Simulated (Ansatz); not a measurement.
Run report: CH7BO2Si2, geometry relaxation (part 2 of 2)

Continued. System: CH7BO2Si2, SMILES OC[SiH]1[SiH2]B1O. Method: RKS PBE0-D4/def2-SVP (Ansatz 0.2.0). It belongs to a series of runs on one base structure; here: end point B relaxed.

Geometry of the input (Å):
```
O  0.6021  -1.7761  2.0388
C  0.1651  -0.4550  1.6070
Si 0.7731  0.8400  2.8169
Si 2.5132  1.7147  2.4310
B  0.8099  2.6758  2.0449
O  0.0664  3.8565  1.5499
H  0.0150  -2.3725  1.5289
H  0.5081  -0.1898  0.6258
H  -0.9881  -0.4573  1.5807
H  0.2696  0.7738  4.2290
H  3.1641  1.3147  1.0754
H  3.2732  2.3530  3.4598
H  -0.0778  3.6928  0.5509
```

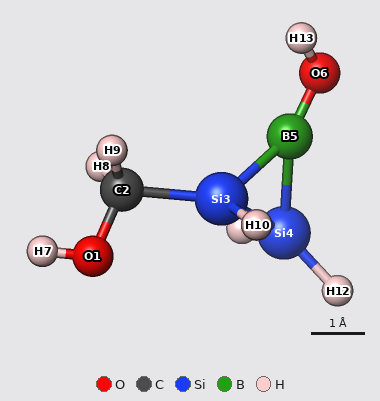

**Figure 1.** The geometry at step 13 of the log (ball-and-stick view, seen at a tilt; atoms are numbered from 1 in the order of the input).

### Trajectory as extended XYZ, continued
```
13
Properties=species:S:1:pos:R:3:forces:R:3 step=7 energy=-21653.17746
O     0.4298   -1.8103    2.2012   -0.1216  -0.3304  -0.2065
C     0.0151   -0.6355    1.5656   -0.1467   0.3558  -0.0742
Si    0.6025    0.8633    2.6042    0.1276   0.3177  -0.2885
Si    2.6820    1.9492    2.3694   -0.2309  -0.1458   0.2406
B     0.8856    2.7587    1.9121    0.2527  -0.1365  -0.0021
O     0.4003    3.8916    1.3978   -0.1785  -0.0656  -0.1113
H     0.1558   -2.5463    1.6377    0.1133   0.0235   0.2033
H     0.4475   -0.5109    0.5455    0.0599   0.0241   0.1738
H    -1.0898   -0.5835    1.4106    0.1653   0.0225   0.1912
H     0.1026    0.9828    4.0146   -0.0331  -0.1761  -0.0695
H     3.4528    1.5299    1.1609    0.0373   0.0238  -0.0512
H     3.5446    2.2774    3.5450    0.0373  -0.0413  -0.0335
H    -0.5348    3.8042    1.1743   -0.0826   0.1283   0.0279
13
Properties=species:S:1:pos:R:3:forces:R:3 step=8 energy=-21653.09269 accepted=F
O     0.4035   -1.8442    2.1903    0.1722   0.2060   0.2922
C     0.0140   -0.6305    1.6056    0.1157  -0.1348  -0.3901
Si    0.6062    0.9032    2.5241    0.0898  -0.3071   0.7388
Si    2.6816    1.9583    2.4137    0.1131  -0.1129  -0.1230
B     0.9210    2.7924    1.8635   -0.1238   0.0378   0.0172
O     0.3872    3.8744    1.2900    0.0399   0.1358   0.2382
H     0.1322   -2.5909    1.6436   -0.0646   0.2688  -0.1062
H     0.4760   -0.4497    0.6148   -0.3518  -0.3535  -0.3298
H    -1.0882   -0.5192    1.5425    0.0398  -0.0558  -0.2770
H     0.0520    0.8185    3.9126    0.0790   0.3243   0.1337
H     3.4735    1.6391    1.1833   -0.0302  -0.0463  -0.0612
H     3.6060    2.2090    3.5587   -0.0787   0.1011   0.0661
H    -0.5711    3.8101    1.1963   -0.0006  -0.0635  -0.1989
13
Properties=species:S:1:pos:R:3:forces:R:3 step=9 energy=-21653.21058
O     0.4805   -1.8089    2.1731   -0.0436  -0.0116  -0.0447
C     0.0064   -0.6315    1.5715   -0.0508   0.0111   0.0059
Si    0.5904    0.8814    2.5715    0.1072   0.0241  -0.1547
Si    2.6754    1.9208    2.4008   -0.0368   0.0212   0.0488
B     0.9093    2.7658    1.8928    0.0424   0.0364   0.0359
O     0.4132    3.8904    1.3670   -0.0963  -0.0348  -0.0313
H     0.1826   -2.5581    1.6446    0.0267   0.0382   0.0414
H     0.3786   -0.4933    0.5337    0.0009  -0.0015   0.0507
H    -1.1033   -0.5955    1.5089    0.0497   0.0000   0.0263
H     0.0779    0.9578    3.9749   -0.0266  -0.0597   0.0265
H     3.4609    1.5873    1.1715   -0.0002  -0.0468  -0.0096
H     3.5497    2.2372    3.5693    0.0095  -0.0169   0.0068
H    -0.5277    3.8172    1.1594    0.0179   0.0402  -0.0020
13
Properties=species:S:1:pos:R:3:forces:R:3 step=10 energy=-21653.19085 accepted=F
O     0.4254   -1.7873    2.2117    0.0285  -0.0351   0.0458
C     0.0241   -0.6123    1.5587    0.0385  -0.0298  -0.1009
Si    0.6184    0.9019    2.5431   -0.0192  -0.0029   0.2110
Si    2.6756    1.9719    2.3991    0.0846  -0.2197  -0.0683
B     0.8969    2.8052    1.8922   -0.1010   0.0099  -0.0438
O     0.3498    3.9073    1.3630    0.1297  -0.1013   0.0699
H     0.1499   -2.5400    1.6775    0.0094   0.0174   0.0172
H     0.4599   -0.5159    0.5428   -0.0320   0.0002  -0.0312
H    -1.0767   -0.5490    1.4373   -0.0146   0.0524   0.0127
H     0.1604    0.9025    3.9701   -0.1215   0.0435  -0.0412
H     3.4319    1.4958    1.1953    0.0301   0.1766  -0.0376
H     3.5677    2.1979    3.5770   -0.0223   0.0652  -0.0256
H    -0.5894    3.7925    1.1711   -0.0103   0.0234  -0.0079
13
Properties=species:S:1:pos:R:3:forces:R:3 step=11 energy=-21653.21505
O     0.4709   -1.8004    2.1859   -0.0052   0.0124   0.0045
C     0.0105   -0.6270    1.5668    0.0102  -0.0138  -0.0150
Si    0.6021    0.8872    2.5544    0.0145  -0.0053   0.0054
Si    2.6784    1.9317    2.4021    0.0070   0.0000   0.0149
B     0.9105    2.7805    1.8957   -0.0179   0.0199  -0.0261
O     0.3977    3.8974    1.3677   -0.0041  -0.0295   0.0178
H     0.1768   -2.5546    1.6641    0.0032   0.0089   0.0056
H     0.3910   -0.5046    0.5317   -0.0100  -0.0127  -0.0075
H    -1.0967   -0.5812    1.5029   -0.0037   0.0074   0.0022
H     0.0791    0.9291    3.9572   -0.0063  -0.0072   0.0067
H     3.4572    1.5736    1.1737   -0.0035   0.0062  -0.0008
H     3.5591    2.2237    3.5727    0.0054  -0.0018  -0.0025
H    -0.5428    3.8153    1.1639    0.0106   0.0156  -0.0052
13
Properties=species:S:1:pos:R:3:forces:R:3 step=12 energy=-21653.21545
O     0.4685   -1.7989    2.1903   -0.0020   0.0049   0.0036
C     0.0107   -0.6286    1.5636    0.0120  -0.0094  -0.0064
Si    0.6049    0.8860    2.5489    0.0060  -0.0047   0.0045
Si    2.6789    1.9343    2.4041    0.0082  -0.0019  -0.0003
B     0.9105    2.7812    1.8938   -0.0173   0.0216   0.0004
O     0.3972    3.9008    1.3720    0.0211  -0.0239   0.0147
H     0.1744   -2.5557    1.6728   -0.0002  -0.0005   0.0019
H     0.3894   -0.5144    0.5270   -0.0069  -0.0072  -0.0031
H    -1.0966   -0.5793    1.5023   -0.0045   0.0037  -0.0021
H     0.0795    0.9213    3.9516   -0.0058   0.0039  -0.0031
H     3.4570    1.5805    1.1738   -0.0016   0.0046  -0.0013
H     3.5617    2.2230    3.5740    0.0024   0.0007  -0.0014
H    -0.5422    3.8205    1.1647   -0.0114   0.0081  -0.0074
13
Properties=species:S:1:pos:R:3:forces:R:3 step=13 energy=-21653.21576
O     0.4635   -1.7996    2.1979    0.0021   0.0027   0.0013
C     0.0126   -0.6330    1.5591   -0.0004  -0.0060   0.0006
Si    0.6083    0.8838    2.5406   -0.0003  -0.0007   0.0024
Si    2.6800    1.9373    2.4049    0.0013   0.0021   0.0022
B     0.9099    2.7835    1.8958   -0.0049   0.0066  -0.0020
O     0.3977    3.9066    1.3815    0.0272  -0.0076   0.0135
H     0.1687   -2.5600    1.6863   -0.0033  -0.0038  -0.0012
H     0.3916   -0.5310    0.5215   -0.0002   0.0001   0.0037
H    -1.0946   -0.5777    1.4977   -0.0006  -0.0022  -0.0056
H     0.0746    0.9161    3.9406    0.0026   0.0080  -0.0052
H     3.4561    1.5915    1.1711   -0.0035   0.0041  -0.0030
H     3.5662    2.2232    3.5729    0.0014  -0.0025   0.0006
H    -0.5406    3.8300    1.1689   -0.0215  -0.0008  -0.0074
13
Properties=species:S:1:pos:R:3:forces:R:3 step=14 energy=-21653.21595
O     0.4570   -1.8014    2.2052    0.0016   0.0017  -0.0017
C     0.0144   -0.6372    1.5561   -0.0062  -0.0059   0.0068
Si    0.6108    0.8822    2.5341    0.0011  -0.0009  -0.0089
Si    2.6805    1.9399    2.4054   -0.0060   0.0001   0.0048
B     0.9094    2.7851    1.8971    0.0005   0.0006   0.0049
O     0.3974    3.9116    1.3910    0.0110   0.0008   0.0028
H     0.1619   -2.5643    1.6974   -0.0031  -0.0010  -0.0010
H     0.3985   -0.5441    0.5197    0.0038   0.0037   0.0044
H    -1.0924   -0.5773    1.4889    0.0036  -0.0034  -0.0040
H     0.0734    0.9164    3.9326    0.0035   0.0088  -0.0032
H     3.4529    1.6026    1.1668   -0.0030   0.0025  -0.0023
H     3.5702    2.2206    3.5722    0.0019  -0.0027  -0.0010
H    -0.5400    3.8366    1.1725   -0.0087  -0.0040  -0.0016
13
Properties=species:S:1:pos:R:3:forces:R:3 step=15 energy=-21653.21625
O     0.4415   -1.8059    2.2217   -0.0055   0.0116  -0.0142
C     0.0186   -0.6467    1.5497   -0.0074  -0.0125   0.0132
Si    0.6151    0.8791    2.5187    0.0074   0.0033  -0.0171
Si    2.6806    1.9447    2.4078   -0.0127  -0.0045   0.0045
B     0.9081    2.7893    1.9016    0.0072  -0.0073   0.0037
O     0.3956    3.9221    1.4114   -0.0215   0.0100  -0.0068
H     0.1460   -2.5737    1.7213   -0.0012   0.0063   0.0000
H     0.4185   -0.5713    0.5177    0.0026   0.0044   0.0126
H    -1.0868   -0.5779    1.4657    0.0137  -0.0055  -0.0005
H     0.0726    0.9227    3.9150    0.0012   0.0046   0.0014
H     3.4426    1.6270    1.1570   -0.0042   0.0030   0.0011
H     3.5812    2.2124    3.5695   -0.0001  -0.0047  -0.0034
H    -0.5398    3.8489    1.1817    0.0206  -0.0087   0.0054
13
Properties=species:S:1:pos:R:3:forces:R:3 step=16 energy=-21653.21639
O     0.4328   -1.8080    2.2315   -0.0089   0.0235  -0.0177
C     0.0213   -0.6510    1.5479    0.0021  -0.0224   0.0086
Si    0.6174    0.8784    2.5112    0.0018  -0.0022  -0.0219
Si    2.6802    1.9461    2.4094   -0.0062  -0.0004   0.0118
B     0.9080    2.7925    1.9056   -0.0035  -0.0027   0.0048
O     0.3931    3.9275    1.4229   -0.0188   0.0038  -0.0115
H     0.1377   -2.5776    1.7336   -0.0004   0.0072  -0.0005
H     0.4328   -0.5836    0.5197   -0.0035   0.0010   0.0140
H    -1.0827   -0.5783    1.4522    0.0117  -0.0040   0.0004
H     0.0698    0.9290    3.9055    0.0080   0.0046   0.0024
H     3.4336    1.6462    1.1485   -0.0075  -0.0026   0.0071
H     3.5896    2.1986    3.5680   -0.0008   0.0009  -0.0085
H    -0.5396    3.8508    1.1829    0.0260  -0.0068   0.0109
13
Properties=species:S:1:pos:R:3:forces:R:3 step=17 energy=-21653.21641
O     0.4250   -1.8105    2.2388   -0.0139   0.0373  -0.0232
C     0.0228   -0.6559    1.5447    0.0170  -0.0385   0.0037
Si    0.6189    0.8777    2.5005    0.0056   0.0054   0.0149
Si    2.6779    1.9486    2.4173    0.0061  -0.0058  -0.0125
B     0.9074    2.7970    1.9116   -0.0034  -0.0027  -0.0074
O     0.3913    3.9336    1.4337   -0.0207  -0.0075  -0.0058
H     0.1298   -2.5818    1.7435    0.0012   0.0064  -0.0001
H     0.4440   -0.5961    0.5197   -0.0102  -0.0014   0.0174
H    -1.0801   -0.5810    1.4388    0.0101   0.0009   0.0027
H     0.0761    0.9371    3.8967   -0.0088   0.0006  -0.0035
H     3.4171    1.6572    1.1451   -0.0040   0.0127   0.0116
H     3.6016    2.1928    3.5666   -0.0083  -0.0065  -0.0084
H    -0.5379    3.8519    1.1818    0.0294  -0.0008   0.0107
13
Properties=species:S:1:pos:R:3:forces:R:3 step=18 energy=-21653.21654
O     0.4309   -1.8095    2.2329   -0.0086   0.0196  -0.0138
C     0.0214   -0.6530    1.5476    0.0086  -0.0237   0.0067
Si    0.6167    0.8781    2.5076    0.0023   0.0054  -0.0040
Si    2.6779    1.9449    2.4157    0.0060   0.0077  -0.0040
B     0.9082    2.7939    1.9093   -0.0019  -0.0017  -0.0004
O     0.3938    3.9283    1.4247   -0.0130  -0.0016   0.0034
H     0.1360   -2.5788    1.7345    0.0014   0.0018   0.0011
H     0.4367   -0.5862    0.5209   -0.0047   0.0007   0.0088
H    -1.0820   -0.5813    1.4476    0.0030   0.0015   0.0013
H     0.0719    0.9381    3.9028   -0.0003  -0.0031  -0.0006
H     3.4223    1.6547    1.1471   -0.0037  -0.0024   0.0052
H     3.5975    2.1937    3.5670   -0.0044  -0.0037  -0.0026
H    -0.5373    3.8477    1.1812    0.0153  -0.0004  -0.0011
13
Properties=species:S:1:pos:R:3:forces:R:3 step=19 energy=-21653.21657
O     0.4349   -1.8083    2.2302   -0.0043   0.0101  -0.0075
C     0.0210   -0.6515    1.5488    0.0032  -0.0115   0.0031
Si    0.6169    0.8790    2.5094    0.0009   0.0011  -0.0056
Si    2.6782    1.9462    2.4142    0.0012  -0.0046   0.0057
B     0.9078    2.7940    1.9085   -0.0043  -0.0002   0.0009
O     0.3933    3.9280    1.4230   -0.0021  -0.0020  -0.0034
H     0.1397   -2.5771    1.7313    0.0009   0.0007   0.0012
H     0.4317   -0.5821    0.5207   -0.0017   0.0002   0.0031
H    -1.0829   -0.5810    1.4535    0.0010   0.0004   0.0004
H     0.0720    0.9360    3.9046    0.0012   0.0011   0.0004
H     3.4245    1.6492    1.1486   -0.0012   0.0016   0.0012
H     3.5941    2.1919    3.5686    0.0004   0.0023  -0.0028
H    -0.5371    3.8464    1.1775    0.0048   0.0007   0.0032
```

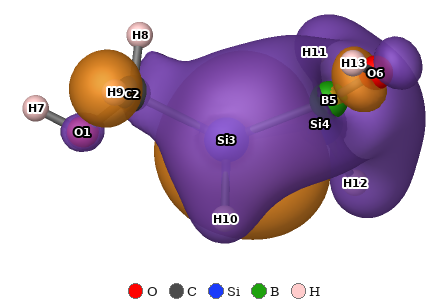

**Figure 2.** The HOMO−1 at ±0.06 Å⁻³ᐟ² (orange and purple are the two phases), seen from the side. By Hirshfeld shares it lies mainly on Si3 (35 %), Si4 (35 %) and B5 (10 %). Its energy is −6.57 eV.

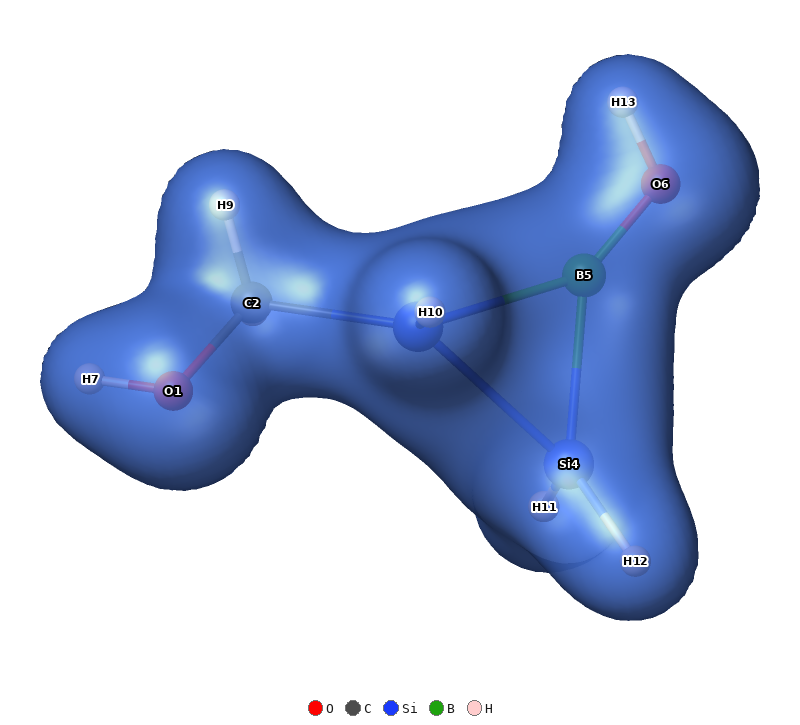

**Figure 3.** Isosurface of the total electron density at 0.2 e/Å³ (blue), seen face on. At this value the surface is in one piece. On the grid the lowest density along these lines, outside the cores, is 1.6 e/Å³ (B–O, 1.34 Å), 1.8 e/Å³ (C–O, 1.40 Å), 0.76 e/Å³ (C–Si, 1.90 Å) and 0.66 e/Å³ (Si–B, 2.03 Å).

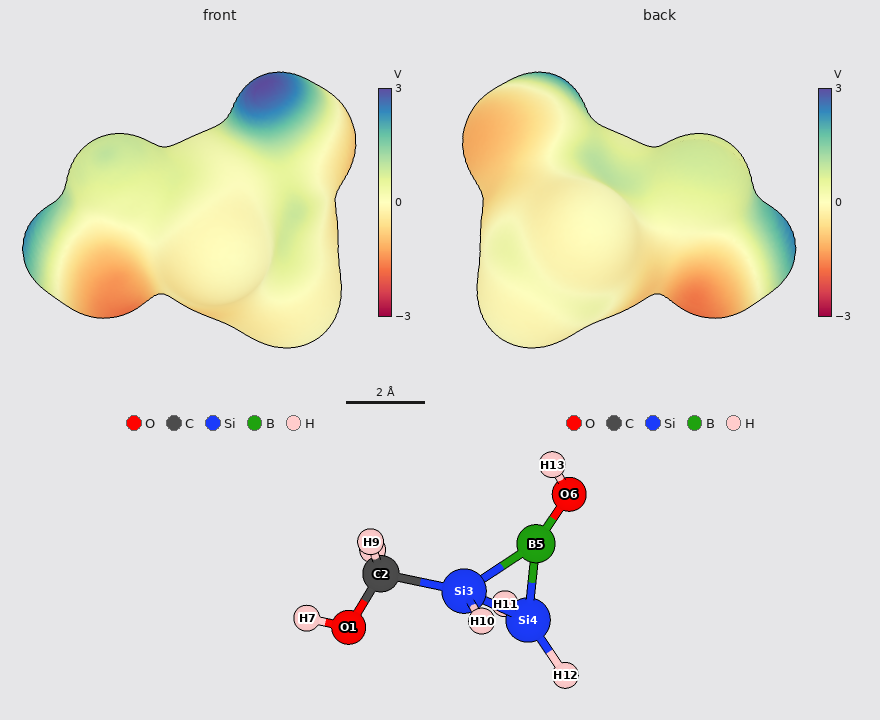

**Figure 4.** The electrostatic potential painted on the density surface at 0.002 e/bohr³, seen at a tilt and from behind; the colour scale runs from red (negative) to blue (positive). The bare structure is drawn below in the same view.

### Summary

```tsv
quantity	value
outcome	converged
total energy	−21653.2166 eV
mean-field energy	−21652.9649 eV
largest force (length of the vector) at the end	0.013 eV/Å
wall time	93 s (CPU time 3 min)
peak memory	0.32 GiB
```
